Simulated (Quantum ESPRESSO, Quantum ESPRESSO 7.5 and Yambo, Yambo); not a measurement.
# Quasiparticle gap of SiC (Moissanite) in Yambo

Aim: the G0W0 gap of SiC (Moissanite) on PBE, step by step.

Method: PBE and many-body steps on it, plane waves, in Quantum ESPRESSO 7.5 and Yambo 5.3.0.

**What was measured.**

- Gap 3.02 eV: band gap at cryogenic temperature; bulk crystal (literature value) (quoted in “Silicon carbide diodes for neutron detection”, 2020, arxiv:2009.14696).

- Gap 3 eV: optical absorption onset, approximate; UV-Vis-NIR transmission; bulk crystal (400 micron semi-insulating 6H-SiC wafer) (“Effects of energetic ion irradiation on WSe2/SiC heterostructures”, 2017, pmc:5482891).

- Gap 3.03 eV: indirect gap, experimental literature value; quoted from earlier experiment; bulk crystal (quoted in “Charge spill-out and work function of few-layer graphene on SiC(0001)”, 2018, arxiv:1806.04908).

## (1) Set-up

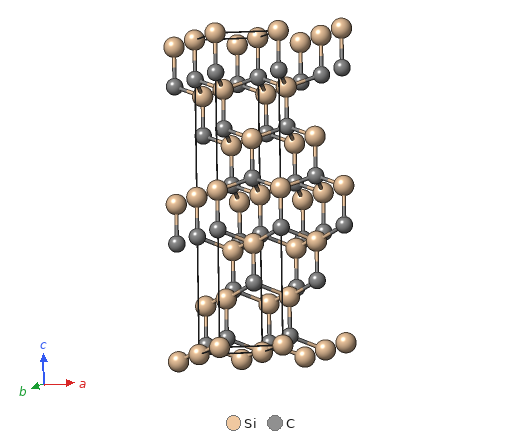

Start, viewed slightly off an axis; silicon light orange, carbon grey. 2×2×1 cells are drawn. Bonds to atoms that aren't drawn are left out. Some periodic images of atoms are drawn too.

The cell and positions come from the Crystallography Open Database and are kept as given unless a step says otherwise.

## (2) Ground state

This step: Quantum ESPRESSO 7.5; DFT, PBE, plane waves, norm-conserving pseudopotentials.

The ground-state density comes first.

pw.in

```
&control
  calculation = 'scf'
  prefix = 'x'
  outdir = 'o'
  pseudo_dir = 'pseudo'
/
&system
  ibrav = 0
  nat = 12
  ntyp = 2
  ecutwfc = 74.0
  nbnd = 34
  force_symmorphic = .true.
/
&electrons
  conv_thr = 1e-10
  electron_maxstep = 80
  mixing_beta = 0.5
/
ATOMIC_SPECIES
  Si 28.085 Si.upf
  C 12.011 C.upf
CELL_PARAMETERS angstrom
  3.0810000000 -0.0000000000 0.0000000000
  -1.5405000000 2.6682242691 0.0000000000
  0.0000000000 0.0000000000 15.1248000000
ATOMIC_POSITIONS crystal
  Si 0.0000000000 0.0000000000 0.0000000000
  Si 0.0000000000 0.0000000000 0.5000000000
  Si 0.3333333333 0.6666666667 0.1664000000
  Si 0.6666666667 0.3333333333 0.6664000000
  Si 0.6666666667 0.3333333333 0.3329000000
  Si 0.3333333333 0.6666666667 0.8329000000
  C 0.3333333333 0.6666666667 0.0412000000
  C 0.6666666667 0.3333333333 0.5412000000
  C 0.6666666667 0.3333333333 0.2080000000
  C 0.3333333333 0.6666666667 0.7080000000
  C 0.0000000000 0.0000000000 0.3746000000
  C 0.0000000000 0.0000000000 0.8746000000
K_POINTS automatic
  6 6 2 0 0 0
```

On the command line:

```sh
OMP_NUM_THREADS=1 mpirun -n 16 pw.x -nk 8 -in pw.in > pw.out
```

The log of the run:

```text
Program PWSCF v.7.5 starts

     This program is part of the open-source Quantum ESPRESSO suite
     for quantum simulation of materials; please cite
         "P. Giannozzi et al., J. Phys.:Condens. Matter 21 395502 (2009);
         "P. Giannozzi et al., J. Phys.:Condens. Matter 29 465901 (2017);
         "P. Giannozzi et al., J. Chem. Phys. 152 154105 (2020);
     in publications or presentations arising from this work. More details at
     Message from routine setup:
     using ibrav=0 with symmetry is DISCOURAGED, use correct ibrav instead

     bravais-lattice index     =            0
     lattice parameter (alat)  =       5.8222  a.u.
     unit-cell volume          =     839.0740 (a.u.)^3
     number of atoms/cell      =           12
     number of atomic types    =            2
     number of electrons       =        48.00
     number of Kohn-Sham states=           34
     kinetic-energy cutoff     =      74.0000  Ry
     charge density cutoff     =     296.0000  Ry
     scf convergence threshold =      1.0E-10
     mixing beta               =       0.5000
     number of iterations used =            8  plain     mixing
     Exchange-correlation= PBE
                           (   1   4   3   4   0   0   0)

     celldm(1)=   5.822246  celldm(2)=   0.000000  celldm(3)=   0.000000
     celldm(4)=   0.000000  celldm(5)=   0.000000  celldm(6)=   0.000000

     crystal axes: (cart. coord. in units of alat)
               a(1) = (   1.000000  -0.000000   0.000000 )
               a(2) = (  -0.500000   0.866025   0.000000 )
               a(3) = (   0.000000   0.000000   4.909056 )

     reciprocal axes: (cart. coord. in units 2 pi/alat)
               b(1) = (  1.000000  0.577350 -0.000000 )
               b(2) = (  0.000000  1.154701 -0.000000 )
               b(3) = ( -0.000000 -0.000000  0.203705 )
     Pseudo is Norm-conserving + core correction, Zval =  4.0
     Generated using ONCVPSP code by D. R. Hamann
     Using radial grid of 1510 points,  6 beta functions with:
     Pseudo is Norm-conserving + core correction, Zval =  4.0
     Generated using ONCVPSP code by D. R. Hamann
     Using radial grid of 1248 points,  4 beta functions with:
     Si                4.00    28.08500     Si( 1.00)
     C                 4.00    12.01100     C ( 1.00)

      6 Sym. Ops. (no inversion) found

   Cartesian axes

     site n.     atom                  positions (alat units)
         1        Si     tau(   1) = (   0.0000000   0.0000000   0.0000000  )
         2        Si     tau(   2) = (   0.0000000   0.0000000   2.4545278  )
         3        Si     tau(   3) = (  -0.0000000   0.5773503   0.8168668  )
         4        Si     tau(   4) = (   0.5000000   0.2886751   3.2713946  )
         5        Si     tau(   5) = (   0.5000000   0.2886751   1.6342246  )
         6        Si     tau(   6) = (  -0.0000000   0.5773503   4.0887523  )
         7        C      tau(   7) = (  -0.0000000   0.5773503   0.2022531  )
         8        C      tau(   8) = (   0.5000000   0.2886751   2.6567808  )
         9        C      tau(   9) = (   0.5000000   0.2886751   1.0210835  )
        10        C      tau(  10) = (  -0.0000000   0.5773503   3.4756113  )
        11        C      tau(  11) = (   0.0000000   0.0000000   1.8389322  )
        12        C      tau(  12) = (   0.0000000   0.0000000   4.2934599  )

     number of k points=    14
                       cart. coord. in units 2pi/alat
        k(    1) = (   0.0000000   0.0000000   0.0000000), wk =   0.0277778
        k(    2) = (   0.0000000   0.0000000  -0.1018526), wk =   0.0277778
        k(    3) = (   0.0000000   0.1924501   0.0000000), wk =   0.1666667
        k(    4) = (   0.0000000   0.1924501  -0.1018526), wk =   0.1666667
        k(    5) = (   0.0000000   0.3849002   0.0000000), wk =   0.1666667
        k(    6) = (   0.0000000   0.3849002  -0.1018526), wk =   0.1666667
        k(    7) = (   0.0000000  -0.5773503   0.0000000), wk =   0.0833333
        k(    8) = (   0.0000000  -0.5773503  -0.1018526), wk =   0.0833333
        k(    9) = (   0.1666667   0.2886751   0.0000000), wk =   0.1666667
        k(   10) = (   0.1666667   0.2886751  -0.1018526), wk =   0.1666667
        k(   11) = (   0.1666667   0.4811252   0.0000000), wk =   0.3333333
        k(   12) = (   0.1666667   0.4811252  -0.1018526), wk =   0.3333333
        k(   13) = (   0.3333333   0.5773503   0.0000000), wk =   0.0555556
        k(   14) = (   0.3333333   0.5773503  -0.1018526), wk =   0.0555556

     Dense  grid:    72085 G-vectors     FFT dimensions: (  32,  32, 160)

     Initial potential from superposition of free atoms

     starting charge      47.9961, renormalised to      48.0000
     Starting wfcs are   48 randomized atomic wfcs

     per-process dynamical memory:    36.5 Mb

     Self-consistent Calculation

     iteration #  1     ecut=    74.00 Ry     beta= 0.50

     total energy              =    -122.61579246 Ry
     estimated scf accuracy    <       2.57391178 Ry

     iteration #  2     ecut=    74.00 Ry     beta= 0.50

     total energy              =    -123.23009936 Ry
     estimated scf accuracy    <       0.10180353 Ry

     iteration #  3     ecut=    74.00 Ry     beta= 0.50

     total energy              =    -123.23332268 Ry
     estimated scf accuracy    <       0.02291710 Ry

     iteration #  4     ecut=    74.00 Ry     beta= 0.50

     total energy              =    -123.23752144 Ry
     estimated scf accuracy    <       0.00918855 Ry

     iteration #  5     ecut=    74.00 Ry     beta= 0.50

     total energy              =    -123.23655452 Ry
     estimated scf accuracy    <       0.00251945 Ry

     iteration #  6     ecut=    74.00 Ry     beta= 0.50

     total energy              =    -123.23744451 Ry
     estimated scf accuracy    <       0.00012799 Ry

     iteration #  7     ecut=    74.00 Ry     beta= 0.50

     total energy              =    -123.23720424 Ry
     estimated scf accuracy    <       0.00061501 Ry

     iteration #  8     ecut=    74.00 Ry     beta= 0.50

     total energy              =    -123.23732301 Ry
     estimated scf accuracy    <       0.00000039 Ry

     iteration #  9     ecut=    74.00 Ry     beta= 0.50

     total energy              =    -123.23732487 Ry
     estimated scf accuracy    <       0.00000103 Ry

     iteration # 10     ecut=    74.00 Ry     beta= 0.50

     total energy              =    -123.23732492 Ry
     estimated scf accuracy    <       0.00000016 Ry

     iteration # 11     ecut=    74.00 Ry     beta= 0.50

     total energy              =    -123.23732493 Ry
     estimated scf accuracy    <       0.00000003 Ry

     iteration # 12     ecut=    74.00 Ry     beta= 0.50

     total energy              =    -123.23732493 Ry
     estimated scf accuracy    <       0.00000004 Ry

     iteration # 13     ecut=    74.00 Ry     beta= 0.50

     total energy              =    -123.23732494 Ry
     estimated scf accuracy    <          3.7E-10 Ry

     iteration # 14     ecut=    74.00 Ry     beta= 0.50

     total energy              =    -123.23732494 Ry
     estimated scf accuracy    <          1.2E-09 Ry

     iteration # 15     ecut=    74.00 Ry     beta= 0.50

     total energy              =    -123.23732494 Ry
     estimated scf accuracy    <          1.2E-10 Ry

     iteration # 16     ecut=    74.00 Ry     beta= 0.50

     End of self-consistent calculation

          k = 0.0000 0.0000 0.0000 (  8941 PWs)   bands (ev):

    -5.9269  -5.4210  -5.3560  -3.8965  -3.8338  -2.3695   0.9408   3.2765
     3.3221   7.0857   7.1327   8.3758   8.3758   8.5558   8.5558   8.6806
     8.6806   9.1281   9.1281   9.2402   9.2402   9.4926   9.5283   9.5283
    14.6927  14.8641  15.2659  15.7770  15.8043  16.1861  16.4453  16.4453
    16.6747  16.8726

          k = 0.0000 0.0000-0.1019 (  8898 PWs)   bands (ev):

    -5.7918  -5.7918  -4.7331  -4.7331  -2.9098  -2.9098   1.7007   1.7007
     5.1834   5.1834   8.4342   8.4342   8.4342   8.4342   8.7605   8.7605
     8.8868   8.8868   8.8868   8.8868   9.4334   9.4334   9.4334   9.4334
    14.7598  14.7598  15.4995  15.4995  16.1682  16.1683  16.5381  16.5381
    16.5383  16.5383

          k = 0.0000 0.1925 0.0000 (  8976 PWs)   bands (ev):

    -5.4479  -4.9491  -4.8832  -3.4507  -3.3865  -1.9729   1.3728   3.5487
     3.5946   6.2016   6.3534   6.4549   6.9520   7.0265   7.6320   7.7536
     7.8933   7.9287   8.0148   8.2015   8.7381   8.8255   9.1886   9.2893
    14.2487  14.6268  14.7231  15.4049  15.8834  16.3009  16.6568  16.7761
    17.0149  17.1507

          k = 0.0000 0.1925-0.1019 (  8984 PWs)   bands (ev):

     [... further k-points ...]

     highest occupied, lowest unoccupied level (ev):     9.5283   11.5451

!    total energy              =    -123.23732494 Ry
     estimated scf accuracy    <          5.3E-12 Ry

     The total energy is the sum of the following terms:
     one-electron contribution =      33.48764344 Ry
     hartree contribution      =      14.07780957 Ry
     xc contribution           =     -45.33935101 Ry
     ewald contribution        =    -125.46342694 Ry

     convergence has been achieved in  16 iterations

     XML data file, charge density, pseudopotentials, collected wavefunctions

=------------------------------------------------------------------------------=
   JOB DONE.
=------------------------------------------------------------------------------=
```

It took 12 s on 16 MPI ranks of Arm Neoverse V2, shared host; peak memory 1.3 GiB.

This step gave:

- total energy: -1676.7292 eV
- gap: 2.017 eV
- k of the valence top: 0, 0, 0
- k of the conduction bottom: 0, -0.5, 0
- least direct gap: 3.123 eV

The gap is indirect, with the least direct gap 1.11 eV higher.

(Part 1 of 3 ends here.)

[Paths, hosts, dates, memory and timing lines, banners, echoed tables and standing remarks are left out of the program output.]

[Logs are printed without paths, hosts, clocks, repeated set-up lines and the standing remarks that a program may print on its own settings, such as how far it seeks lower states.]

[Runs of the session that timed out or met a known fault of the program may be left out.]

[Hosts, paths, dates, database ids (printed as entryN), source tags and the programs' standing remarks are cut or masked in the printed files.]
